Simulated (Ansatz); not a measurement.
# CH7B2In: a ladder of functionals and wavefunction methods, part 1 of 2

How much do the methods differ for CH7B2In? The plan is to run it at one geometry with functionals of several rungs and with coupled cluster, and see how far each lands from CCSD(T) at the basis-set limit for the atomisation energy.

Computed with Ansatz 0.2.0, Gaussian basis. Level: functionals in def2-TZVPP, the program's frozen cores in correlated methods.

Plan: LDA (SPW92), PBE-D4, revPBE-D4, BLYP-D4, r2SCAN-D4, B97M-V, PBE0-D4, B3LYP-D4, r2SCANh-D4, r2SCAN0-D4, HSE06-D4, BHLYP-D4, CAM-B3LYP-D4, LC-ωPBE, ωB97X-V, ωB97M-V, B2PLYP, PBE-QIDH; CCSD(T)/def2-SVP; CCSD(T)/def2-TZVPP; MP2/def2-QZVPP; extrapolation to the limit; RPA on PBE.

## Step 1: The relaxed structure

All runs share one geometry, relaxed beforehand with PBE0-D4 in a triple-zeta def2 set. In takes the def2 core potential; no spin-orbit term is included.

SMILES `BB[CH2][InH2]`, 11 atoms, charge 0, spin multiplicity 1.

Atoms are counted from 1 here; the program's logs count them from 0.

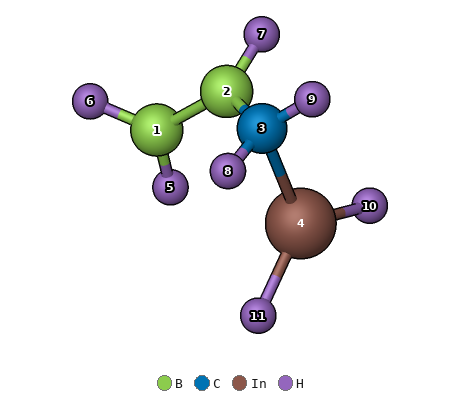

The geometry (boron green, carbon blue, indium brown, hydrogen purple); atoms are numbered from 1 in the order of the file.

## Step 2: LDA

This LDA is Slater exchange with PW92 correlation.

Contents of in.yaml:

```yaml
crystal:
  periodic: [false, false, false]
  atoms:
    - {symbol: B, position_ang: [-1.303278, 1.041126, -0.019585]}
    - {symbol: B, position_ang: [0.355367, 0.983357, -0.007671]}
    - {symbol: C, position_ang: [1.251108, 0.083583, 0.776475]}
    - {symbol: In, position_ang: [0.079970, -1.460321, -0.461636]}
    - {symbol: H, position_ang: [-1.994616, 0.168761, -0.518604]}
    - {symbol: H, position_ang: [-1.950641, 1.975076, 0.357539]}
    - {symbol: H, position_ang: [0.813186, 1.577566, -0.960665]}
    - {symbol: H, position_ang: [0.966014, -0.318531, 1.748029]}
    - {symbol: H, position_ang: [2.326703, 0.079469, 0.614579]}
    - {symbol: H, position_ang: [0.198360, -1.632657, -2.161991]}
    - {symbol: H, position_ang: [-0.742183, -2.497429, 0.633508]}
basis:
  gaussian: {orbitals: def2-TZVPP}
hamiltonian: {xc: lda}
output: {orbitals: {seedname: orbitals}}
```

Started as:

```sh
$ ansatz run in.yaml --threads 4 --pin off --events-out ev --progress --plain --max-ram 10444MiB
```

The log of the run, shortened:

```text
Functional definition: SPW92
  name "SPW92"
  cite "Dirac, Proc. Camb. Phil. Soc. 26, 376 (1930) doi:10.1017/S0305004100016108"
  cite "Slater, Phys. Rev. 81, 385 (1951) doi:10.1103/PhysRev.81.385"
  cite "Perdew & Wang, Phys. Rev. B 45, 13244 (1992) doi:10.1103/PhysRevB.45.13244"
[...]
1319 factors; their error is unknown
[...]
mean field -7640.76667275 eV, -280.7929961261 hartree, gradient 4.8e-5 eV, S^2 0.000000; 0 other end points of the search recorded, 0 dependent functions left out
reference -7640.76673157 eV, -280.7929982873 hartree; 22, 22 occupied and 219, 219 virtual orbitals, 1319 factors
Total energy: -7640.76673157 eV, -280.7929982873 hartree
```

Wall time 1.1 s (4 threads of Arm Neoverse V2, shared host); peak memory 0.29 GiB.

With the free atoms at this level, -7600.382 eV in sum, the atomisation energy is 3896.5 kJ/mol. HOMO -6.61 eV, LUMO -3.22 eV.

## Step 3: PBE-D4 (GGA)

in.yaml, as its differences from that of step 2:

```diff
@@ -16,3 +16,3 @@
   gaussian: {orbitals: def2-TZVPP}
-hamiltonian: {xc: lda}
-output: {orbitals: {seedname: orbitals}}
+hamiltonian: {xc: pbe, dispersion: d4}
+output: {forces: true, orbitals: {seedname: orbitals}}
```

Same command.

The log of the run, shortened:

```text
Functional definition: PBE
  name "PBE"
  cite "Perdew, Burke & Ernzerhof, Phys. Rev. Lett. 77, 3865 (1996) doi:10.1103/PhysRevLett.77.3865"
  parent pbe
[...]
1319 factors; their error is unknown
[...]
mean field -7672.26847676 eV, -281.9506660704 hartree, gradient 1.4e-5 eV, S^2 0.000000; 0 other end points of the search recorded, 0 dependent functions left out
[...]
Atom 7 at     0.966014    -0.318531     1.748029 Å, force    -0.046581    -0.069916     0.184356 eV/Å
Atom 8 at     2.326703     0.079469     0.614579 Å, force     0.223222    -0.009654    -0.023146 eV/Å
Atom 9 at     0.198360    -1.632657    -2.161991 Å, force     0.012680    -0.003989    -0.124870 eV/Å
Atom 10 at    -0.742183    -2.497429     0.633508 Å, force    -0.050895    -0.060786     0.093284 eV/Å
Dipole moment:     0.076281    -0.190492     0.046873 e Å
```

Run time: 2 s. Hardware: 4 threads of Arm Neoverse V2, shared host; peak memory 0.29 GiB.

With the free atoms at this level, -7636.353 eV in sum, the atomisation energy is 3487.0 kJ/mol. HOMO -6.46 eV, LUMO -2.95 eV.

## Step 4: revPBE-D4 (GGA)

in.yaml, as its differences from that of step 3:

```diff
@@ -16,3 +16,3 @@
   gaussian: {orbitals: def2-TZVPP}
-hamiltonian: {xc: pbe, dispersion: d4}
-output: {forces: true, orbitals: {seedname: orbitals}}
+hamiltonian: {xc: {name: revPBE}, dispersion: d4}
+output: {orbitals: {seedname: orbitals}}
```

The command is unchanged.

The log of the run, shortened:

```text
Functional definition: revPBE
  name "revPBE"
  cite "Zhang & Yang, Phys. Rev. Lett. 80, 890 (1998) doi:10.1103/PhysRevLett.80.890"
  cite "Perdew, Burke & Ernzerhof, Phys. Rev. Lett. 77, 3865 (1996) doi:10.1103/PhysRevLett.77.3865"
[...]
1319 factors; their error is unknown
[...]
mean field -7677.08544604 eV, -282.1276864267 hartree, gradient 3.9e-5 eV, S^2 0.000000; 0 other end points of the search recorded, 0 dependent functions left out
reference -7677.08552620 eV, -282.1276893722 hartree; 22, 22 occupied and 219, 219 virtual orbitals, 1319 factors
Total energy: -7677.71090466 eV, -282.1506716068 hartree
```

It took 1.6 s on 4 threads of Arm Neoverse V2, shared host; peak memory 0.29 GiB.

Atomisation energy: 3412.9 kJ/mol (free atoms -7642.339 eV, run apart). HOMO -6.40 eV, LUMO -2.83 eV.

## Step 5: BLYP-D4 (GGA)

in.yaml, as its differences from that of step 4:

```diff
@@ -16,3 +16,3 @@
   gaussian: {orbitals: def2-TZVPP}
-hamiltonian: {xc: {name: revPBE}, dispersion: d4}
+hamiltonian: {xc: {name: BLYP}, dispersion: d4}
 output: {orbitals: {seedname: orbitals}}
```

Launched as before.

The log of the run, shortened:

```text
Functional definition: BLYP
  name "BLYP"
  cite "Becke, Phys. Rev. A 38, 3098 (1988) doi:10.1103/PhysRevA.38.3098"
  cite "Lee, Yang & Parr, Phys. Rev. B 37, 785 (1988) doi:10.1103/PhysRevB.37.785"
[...]
1319 factors; their error is unknown
[...]
mean field -7673.54083911 eV, -281.9974245243 hartree, gradient 5.6e-5 eV, S^2 0.000000; 0 other end points of the search recorded, 0 dependent functions left out
reference -7673.54127620 eV, -281.9974405873 hartree; 22, 22 occupied and 219, 219 virtual orbitals, 1319 factors
Total energy: -7674.02662160 eV, -282.0152767018 hartree
```

Wall time 1.9 s (4 threads of Arm Neoverse V2, shared host); peak memory 0.29 GiB.

With the free atoms at this level, -7638.599 eV in sum, the atomisation energy is 3418.3 kJ/mol. HOMO -6.30 eV, LUMO -2.78 eV.

## Step 6: r2SCAN-D4 (meta-GGA)

in.yaml, as its differences from that of step 5:

```diff
@@ -16,3 +16,3 @@
   gaussian: {orbitals: def2-TZVPP}
-hamiltonian: {xc: {name: BLYP}, dispersion: d4}
-output: {orbitals: {seedname: orbitals}}
+hamiltonian: {xc: r2scan, dispersion: d4}
+output: {forces: true, orbitals: {seedname: orbitals}}
```

Launched as before.

The log of the run, shortened:

```text
Functional definition: r2SCAN
  name "r2SCAN"
  cite "Furness, Kaplan, Ning, Perdew & Sun, J. Phys. Chem. Lett. 11, 8208 (2020) doi:10.1021/acs.jpclett.0c02405"
  cite "Furness, Kaplan, Ning, Perdew & Sun, J. Phys. Chem. Lett. 11, 9248 (2020) doi:10.1021/acs.jpclett.0c03077"
  parent r2scan
[...]
1319 factors; their error is unknown
[...]
Atom 7 at     0.966014    -0.318531     1.748029 Å, force     0.008859     0.006359    -0.020538 eV/Å
Atom 8 at     2.326703     0.079469     0.614579 Å, force    -0.003826    -0.003233     0.014409 eV/Å
Atom 9 at     0.198360    -1.632657    -2.161991 Å, force     0.000445     0.011139     0.037250 eV/Å
Atom 10 at    -0.742183    -2.497429     0.633508 Å, force     0.019863     0.029648    -0.019260 eV/Å
Dipole moment:     0.064053    -0.181069     0.047630 e Å
```

Run time: 3.5 s. Hardware: 4 threads of Arm Neoverse V2, shared host; peak memory 0.32 GiB.

Atomisation energy: 3487.9 kJ/mol (free atoms -7640.614 eV, run apart). HOMO -6.64 eV, LUMO -2.61 eV.

## Step 7: B97M-V (meta-GGA)

in.yaml, as its differences from that of step 6:

```diff
@@ -16,3 +16,3 @@
   gaussian: {orbitals: def2-TZVPP}
-hamiltonian: {xc: r2scan, dispersion: d4}
-output: {forces: true, orbitals: {seedname: orbitals}}
+hamiltonian: {xc: {name: B97M-V}}
+output: {orbitals: {seedname: orbitals}}
```

Same command.

The log of the run, shortened:

```text
Functional definition: B97M-V
  name "B97M-V"
  cite "Mardirossian & Head-Gordon, J. Chem. Phys. 142, 074111 (2015) doi:10.1063/1.4907719"
  cite "Becke, J. Chem. Phys. 107, 8554 (1997) doi:10.1063/1.475007"
  cite "Vydrov & Van Voorhis, J. Chem. Phys. 133, 244103 (2010) doi:10.1063/1.3521275"
  # Of w^i u^j: cxij and so on, Table III.
[...]
  gx(w, u) = cx00 + cx01*u + cx02*u^2 + (cx10 + cx11*u)*w
[...]
  gos(w, u) = cos00 + cos01*u + cos03*u^3 + cos10*w + cos32*w^3*u^2
[...]
      + integral(e_c_pw_mod_opposite_spin*gos(b97_w_opposite, b97_u_opposite)) + vv10(b, c)
1319 factors; their error is unknown
[...]
mean field -7677.44674893 eV, -282.1409640629 hartree, gradient 2.0e-5 eV, S^2 0.000000; 0 other end points of the search recorded, 0 dependent functions left out
reference -7677.44683894 eV, -282.1409673708 hartree; 22, 22 occupied and 219, 219 virtual orbitals, 1319 factors
Total energy: -7677.44683894 eV, -282.1409673708 hartree
```

Run time: 7.5 s. Hardware: 4 threads of Arm Neoverse V2, shared host; peak memory 0.39 GiB.

Atomisation energy: 3501.7 kJ/mol (free atoms -7641.155 eV, run apart). HOMO -6.69 eV, LUMO -2.74 eV.

## Step 8: PBE0-D4 (hybrid)

in.yaml, as its differences from that of step 7:

```diff
@@ -16,3 +16,3 @@
   gaussian: {orbitals: def2-TZVPP}
-hamiltonian: {xc: {name: B97M-V}}
+hamiltonian: {xc: pbe0, dispersion: d4}
 output: {orbitals: {seedname: orbitals}}
```

Same command.

The log of the run, shortened:

```text
Functional definition: PBE0
  name "PBE0"
  cite "Adamo & Barone, J. Chem. Phys. 110, 6158 (1999) doi:10.1063/1.478522"
  cite "Perdew, Burke & Ernzerhof, Phys. Rev. Lett. 77, 3865 (1996) doi:10.1103/PhysRevLett.77.3865"
  parent pbe
[...]
1412 factors; their error is unknown
[...]
mean field -7672.97696640 eV, -281.9767025846 hartree, gradient 5.5e-5 eV, S^2 0.000000; 0 other end points of the search recorded, 0 dependent functions left out
reference -7672.97701223 eV, -281.9767042688 hartree; 22, 22 occupied and 219, 219 virtual orbitals, 1412 factors
Total energy: -7673.16703839 eV, -281.9836876016 hartree
```

Wall time 2.1 s (4 threads of Arm Neoverse V2, shared host); peak memory 0.55 GiB.

With the free atoms at this level, -7637.234 eV in sum, the atomisation energy is 3467.0 kJ/mol. HOMO -7.48 eV, LUMO -1.97 eV.

## Step 9: B3LYP-D4 (hybrid)

B3LYP here takes the VWN-RPA correlation.

in.yaml, as its differences from that of step 8:

```diff
@@ -16,3 +16,3 @@
   gaussian: {orbitals: def2-TZVPP}
-hamiltonian: {xc: pbe0, dispersion: d4}
-output: {orbitals: {seedname: orbitals}}
+hamiltonian: {xc: {name: B3LYP}, dispersion: d4}
+output: {forces: true, orbitals: {seedname: orbitals}}
```

Same command.

The log of the run, shortened:

```text
Functional definition: B3LYP
  name "B3LYP"
  cite "Stephens, Devlin, Chabalowski & Frisch, J. Phys. Chem. 98, 11623 (1994) doi:10.1021/j100096a001"
  cite "Becke, Phys. Rev. A 38, 3098 (1988) doi:10.1103/PhysRevA.38.3098"
  cite "Lee, Yang & Parr, Phys. Rev. B 37, 785 (1988) doi:10.1103/PhysRevB.37.785"
  cite "Vosko, Wilk & Nusair, Can. J. Phys. 58, 1200 (1980) doi:10.1139/p80-159"
[...]
1396 factors; their error is unknown
[...]
Atom 7 at     0.966014    -0.318531     1.748029 Å, force     0.050487     0.051521    -0.071554 eV/Å
Atom 8 at     2.326703     0.079469     0.614579 Å, force    -0.075893    -0.000131     0.026765 eV/Å
Atom 9 at     0.198360    -1.632657    -2.161991 Å, force    -0.001869    -0.008956    -0.057940 eV/Å
Atom 10 at    -0.742183    -2.497429     0.633508 Å, force    -0.034780    -0.033688     0.028965 eV/Å
Dipole moment:     0.064225    -0.181669     0.048508 e Å
```

Run time: 3.6 s. Hardware: 4 threads of Arm Neoverse V2, shared host; peak memory 0.66 GiB.

With the free atoms at this level, -7643.380 eV in sum, the atomisation energy is 3455.2 kJ/mol. HOMO -7.26 eV, LUMO -2.18 eV.

## Step 10: r2SCANh-D4 (hybrid)

in.yaml, as its differences from that of step 9:

```diff
@@ -16,3 +16,3 @@
   gaussian: {orbitals: def2-TZVPP}
-hamiltonian: {xc: {name: B3LYP}, dispersion: d4}
-output: {forces: true, orbitals: {seedname: orbitals}}
+hamiltonian: {xc: {name: r2SCANh}, dispersion: d4}
+output: {orbitals: {seedname: orbitals}}
```

Launched as before.

The log of the run, shortened:

```text
Functional definition: r2SCANh
  name "r2SCANh"
  cite "Bursch, Neugebauer, Ehlert & Grimme, J. Chem. Phys. 156, 134105 (2022) doi:10.1063/5.0086040"
  cite "Furness, Kaplan, Ning, Perdew & Sun, J. Phys. Chem. Lett. 11, 8208 (2020) doi:10.1021/acs.jpclett.0c02405"
  cite "Furness, Kaplan, Ning, Perdew & Sun, J. Phys. Chem. Lett. 11, 9248 (2020) doi:10.1021/acs.jpclett.0c03077"
  parent r2scan
[...]
1319 factors; their error is unknown
[...]
mean field -7676.27630900 eV, -282.0979511889 hartree, gradient 2.3e-5 eV, S^2 0.000000; 0 other end points of the search recorded, 0 dependent functions left out
reference -7676.27632623 eV, -282.0979518220 hartree; 22, 22 occupied and 219, 219 virtual orbitals, 1319 factors
Total energy: -7676.33317337 eV, -282.1000409158 hartree
```

Wall time 3.6 s (4 threads of Arm Neoverse V2, shared host); peak memory 0.56 GiB.

Atomisation energy: 3476.0 kJ/mol (free atoms -7640.307 eV, run apart). HOMO -7.02 eV, LUMO -2.27 eV.

## Step 11: r2SCAN0-D4 (hybrid)

in.yaml, as its differences from that of step 10:

```diff
@@ -16,3 +16,3 @@
   gaussian: {orbitals: def2-TZVPP}
-hamiltonian: {xc: {name: r2SCANh}, dispersion: d4}
+hamiltonian: {xc: {name: r2SCAN0}, dispersion: d4}
 output: {orbitals: {seedname: orbitals}}
```

The command is unchanged.

The log of the run, shortened:

```text
Functional definition: r2SCAN0
  name "r2SCAN0"
  cite "Bursch, Neugebauer, Ehlert & Grimme, J. Chem. Phys. 156, 134105 (2022) doi:10.1063/5.0086040"
  cite "Furness, Kaplan, Ning, Perdew & Sun, J. Phys. Chem. Lett. 11, 8208 (2020) doi:10.1021/acs.jpclett.0c02405"
  cite "Furness, Kaplan, Ning, Perdew & Sun, J. Phys. Chem. Lett. 11, 9248 (2020) doi:10.1021/acs.jpclett.0c03077"
  parent r2scan
[...]
1412 factors; their error is unknown
[...]
mean field -7675.65742653 eV, -282.0752076773 hartree, gradient 1.8e-5 eV, S^2 0.000000; 0 other end points of the search recorded, 0 dependent functions left out
reference -7675.65744128 eV, -282.0752082196 hartree; 22, 22 occupied and 219, 219 virtual orbitals, 1412 factors
Total energy: -7675.72069895 eV, -282.0775328962 hartree
```

Wall time 3.5 s (4 threads of Arm Neoverse V2, shared host); peak memory 0.58 GiB.

Atomisation energy: 3460.0 kJ/mol (free atoms -7639.860 eV, run apart). HOMO -7.60 eV, LUMO -1.78 eV.

## Step 12: HSE06-D4 (hybrid)

HSE06 is the plane-wave form, built on full-range PBE exchange.

in.yaml, as its differences from that of step 11:

```diff
@@ -16,3 +16,3 @@
   gaussian: {orbitals: def2-TZVPP}
-hamiltonian: {xc: {name: r2SCAN0}, dispersion: d4}
+hamiltonian: {xc: hse06, dispersion: d4}
 output: {orbitals: {seedname: orbitals}}
```

The command is unchanged.

The log of the run, shortened:

```text
Functional definition: HSE06
  name "HSE06"
  cite "Heyd, Scuseria & Ernzerhof, J. Chem. Phys. 118, 8207 (2003) doi:10.1063/1.1564060"
  cite "Krukau, Vydrov, Izmaylov & Scuseria, J. Chem. Phys. 125, 224106 (2006) doi:10.1063/1.2404663"
  cite "Heyd & Scuseria, J. Chem. Phys. 120, 7274 (2004) doi:10.1063/1.1668634"
  cite "Ernzerhof & Perdew, J. Chem. Phys. 109, 3313 (1998) doi:10.1063/1.476928"
[...]
1412 factors; their error is unknown
129 factors; integrals over basis functions are off by at most 4.7e-7 eV
[...]
mean field -7672.74469399 eV, -281.9681667311 hartree, gradient 8.2e-5 eV, S^2 0.000000; 0 other end points of the search recorded, 0 dependent functions left out
reference -7672.74475494 eV, -281.9681689707 hartree; 22, 22 occupied and 219, 219 virtual orbitals, 1412 factors
Total energy: -7672.92348156 eV, -281.9747370528 hartree
```

It took 2.4 s on 4 threads of Arm Neoverse V2, shared host; peak memory 0.58 GiB.

Atomisation energy: 3468.2 kJ/mol (free atoms -7636.978 eV, run apart). HOMO -7.09 eV, LUMO -2.35 eV.

## Step 13: BHLYP-D4 (hybrid)

in.yaml, as its differences from that of step 12:

```diff
@@ -16,3 +16,3 @@
   gaussian: {orbitals: def2-TZVPP}
-hamiltonian: {xc: hse06, dispersion: d4}
+hamiltonian: {xc: {name: BHLYP}, dispersion: d4}
 output: {orbitals: {seedname: orbitals}}
```

The command is unchanged.

The log of the run, shortened:

```text
Functional definition: BHLYP
  name "BHLYP"
  cite "Becke, J. Chem. Phys. 98, 1372 (1993) doi:10.1063/1.464304"
  cite "Becke, Phys. Rev. A 38, 3098 (1988) doi:10.1103/PhysRevA.38.3098"
  cite "Lee, Yang & Parr, Phys. Rev. B 37, 785 (1988) doi:10.1103/PhysRevB.37.785"
[...]
1577 factors; their error is unknown
[...]
mean field -7672.85033725 eV, -281.9720490491 hartree, gradient 5.7e-5 eV, S^2 0.000000; 0 other end points of the search recorded, 0 dependent functions left out
reference -7672.85055461 eV, -281.9720570371 hartree; 22, 22 occupied and 219, 219 virtual orbitals, 1577 factors
Total energy: -7673.15543308 eV, -281.9832611141 hartree
```

It took 2.4 s on 4 threads of Arm Neoverse V2, shared host; peak memory 0.57 GiB.

With the free atoms at this level, -7637.832 eV in sum, the atomisation energy is 3408.2 kJ/mol. HOMO -8.33 eV, LUMO -0.95 eV.

## Step 14: CAM-B3LYP-D4 (range-separated)

in.yaml, as its differences from that of step 13:

```diff
@@ -16,3 +16,3 @@
   gaussian: {orbitals: def2-TZVPP}
-hamiltonian: {xc: {name: BHLYP}, dispersion: d4}
+hamiltonian: {xc: {name: CAM-B3LYP}, dispersion: d4}
 output: {orbitals: {seedname: orbitals}}
```

Launched as before.

The log of the run, shortened:

```text
Functional definition: CAM-B3LYP
  name "CAM-B3LYP"
  cite "Yanai, Tew & Handy, Chem. Phys. Lett. 393, 51 (2004) doi:10.1016/j.cplett.2004.06.011"
  cite "Iikura, Tsuneda, Yanai & Hirao, J. Chem. Phys. 115, 3540 (2001) doi:10.1063/1.1383587"
  cite "Becke, Phys. Rev. A 38, 3098 (1988) doi:10.1103/PhysRevA.38.3098"
  cite "Lee, Yang & Parr, Phys. Rev. B 37, 785 (1988) doi:10.1103/PhysRevB.37.785"
[...]
  # Exact exchange under (alpha + beta erf(omega r))/r, Becke's under what is left of 1/r.
[...]
1396 factors; their error is unknown
407 factors; integrals over basis functions are off by at most 1.3e-5 eV
[...]
mean field -7674.12727237 eV, -282.0189755494 hartree, gradient 2.7e-5 eV, S^2 0.000000; 0 other end points of the search recorded, 0 dependent functions left out
reference -7674.12743127 eV, -282.0189813887 hartree; 22, 22 occupied and 219, 219 virtual orbitals, 1396 factors
Total energy: -7674.32249234 eV, -282.0261497509 hartree
```

It took 2.6 s on 4 threads of Arm Neoverse V2, shared host; peak memory 0.64 GiB.

With the free atoms at this level, -7638.308 eV in sum, the atomisation energy is 3474.9 kJ/mol. HOMO -8.70 eV, LUMO -0.88 eV.

## Step 15: LC-ωPBE (range-separated)

in.yaml, as its differences from that of step 14:

```diff
@@ -16,3 +16,3 @@
   gaussian: {orbitals: def2-TZVPP}
-hamiltonian: {xc: {name: CAM-B3LYP}, dispersion: d4}
+hamiltonian: {xc: {name: LC-wPBE}}
 output: {orbitals: {seedname: orbitals}}
```

Same command.

The log of the run, shortened:

```text
Functional definition: LC-wPBE
  name "LC-wPBE"
  cite "Vydrov & Scuseria, J. Chem. Phys. 125, 234109 (2006) doi:10.1063/1.2409292"
  cite "Heyd & Scuseria, J. Chem. Phys. 120, 7274 (2004) doi:10.1063/1.1668634"
  cite "Ernzerhof & Perdew, J. Chem. Phys. 109, 3313 (1998) doi:10.1063/1.476928"
  cite "Perdew, Burke & Ernzerhof, Phys. Rev. Lett. 77, 3865 (1996) doi:10.1103/PhysRevLett.77.3865"
  parent pbe
[...]
1319 factors; their error is unknown
502 factors; integrals over basis functions are off by at most 2.5e-5 eV
[...]
mean field -7675.44220994 eV, -282.0672986137 hartree, gradient 1.5e-5 eV, S^2 0.000000; 0 other end points of the search recorded, 0 dependent functions left out
reference -7675.44220995 eV, -282.0672986141 hartree; 22, 22 occupied and 219, 219 virtual orbitals, 1319 factors
Total energy: -7675.44220995 eV, -282.0672986141 hartree
```

Run time: 2.1 s. Hardware: 4 threads of Arm Neoverse V2, shared host; peak memory 0.44 GiB.

Atomisation energy: 3459.8 kJ/mol (free atoms -7639.584 eV, run apart). HOMO -10.02 eV, LUMO 0.28 eV.

## Step 16: ωB97X-V (range-separated)

in.yaml, as its differences from that of step 15:

```diff
@@ -16,3 +16,3 @@
   gaussian: {orbitals: def2-TZVPP}
-hamiltonian: {xc: {name: LC-wPBE}}
+hamiltonian: {xc: {name: wB97X-V}}
 output: {orbitals: {seedname: orbitals}}
```

The command is unchanged.

The log of the run, shortened:

```text
Functional definition: wB97X-V
  name "wB97X-V"
  cite "Mardirossian & Head-Gordon, Phys. Chem. Chem. Phys. 16, 9904 (2014) doi:10.1039/C3CP54374A"
  cite "Becke, J. Chem. Phys. 107, 8554 (1997) doi:10.1063/1.475007"
  cite "Vydrov & Van Voorhis, J. Chem. Phys. 133, 244103 (2010) doi:10.1063/1.3521275"
[...]
      + integral(e_c_pw_opposite_spin*poly(b97_u_opposite, cos0, cos1)) + vv10(b, c)
1383 factors; their error is unknown
365 factors; integrals over basis functions are off by at most 9.6e-6 eV
[...]
mean field -7675.36408857 eV, -282.0644277063 hartree, gradient 1.2e-5 eV, S^2 0.000000; 0 other end points of the search recorded, 0 dependent functions left out
reference -7675.36408562 eV, -282.0644275981 hartree; 22, 22 occupied and 219, 219 virtual orbitals, 1383 factors
Total energy: -7675.36408562 eV, -282.0644275981 hartree
```

Wall time 6.5 s (4 threads of Arm Neoverse V2, shared host); peak memory 0.7 GiB.

Atomisation energy: 3470.3 kJ/mol (free atoms -7639.397 eV, run apart). HOMO -9.67 eV, LUMO 0.16 eV.

(Continued in part 2 of 2.)
